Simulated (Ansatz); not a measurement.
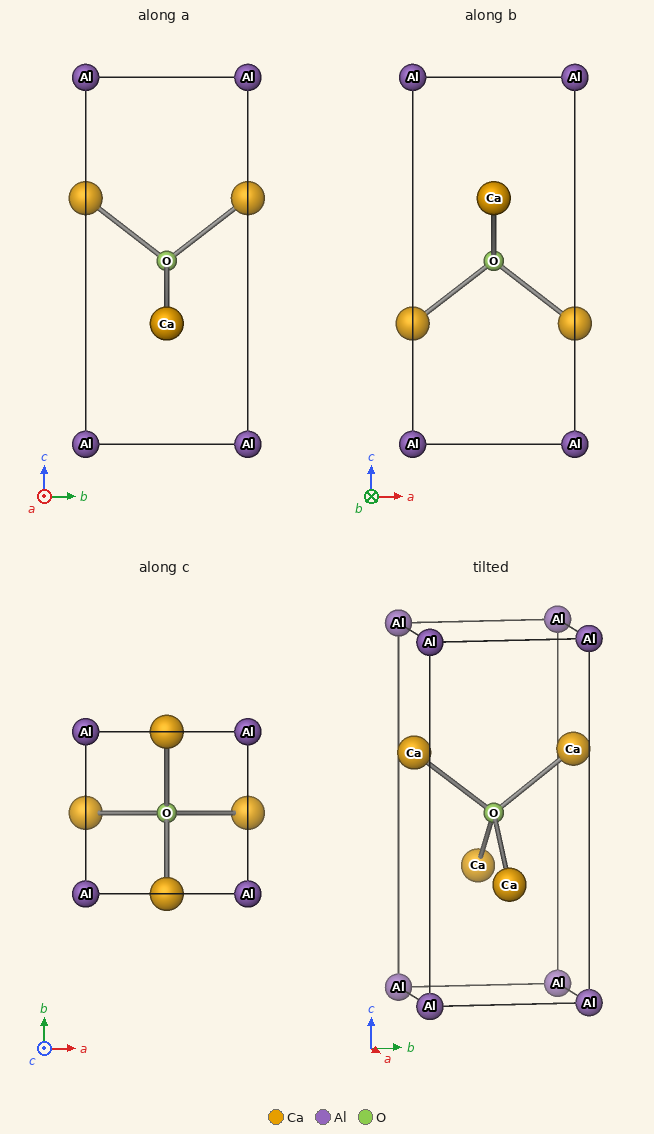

An orthographic ball-and-stick view of the structure, along the a axis, along the b axis, along the c axis and slightly off an axis. The conventional unit cell is drawn as a box.

Lattice parameters: a = 3.550 Å, b = 3.550 Å, c = 8.029 Å, α = 90.00°, β = 90.00°, γ = 90.00°.

**Give the structure in the form of a table of Wyckoff sites, with free fractional coordinates to two decimals.**

Space group P-4m2 (No. 115).
```csv
atom,site,x,y,z
Ca,2g,0.00,0.50,0.33
Al,1a,0.00,0.00,0.00
O,1c,0.50,0.50,0.50
```

The model was built from a structure type filled with these elements by a generator (whether the compound takes this form wasn't checked). A relaxation with DFT PBE, scalar-relativistic, plane waves, PAW in Ansatz 0.2.0 gave the geometry drawn.
